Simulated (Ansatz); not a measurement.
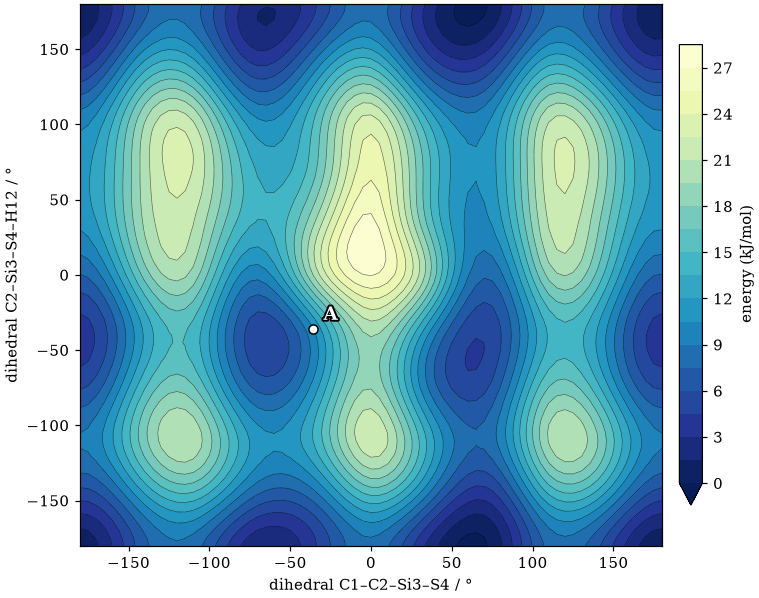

C2H7ClSSi, SMILES CC[SiH](S)Cl. First axis: dihedral C1–C2–Si3–S4. Second axis: dihedral C2–Si3–S4–H12. Nothing is relaxed (all other coordinates rigid). The grid has 10 × 10 points. Points are written as (first, second). Energies are in kJ/mol, from the lowest grid point. Level of theory: Ansatz, RKS PBE0-D4/def2-SVP.

The picture shows filled contours, the point A. Between grid points the surface is interpolated.

### Is A at rest? If not, where is it pushed?

A, at (−36°, −36°), is not a stationary point. The computed force is 0.43 kJ/mol for each degree towards smaller values of dihedral C1–C2–Si3–S4 and 0.14 kJ/mol for each degree towards smaller values of dihedral C2–Si3–S4–H12.
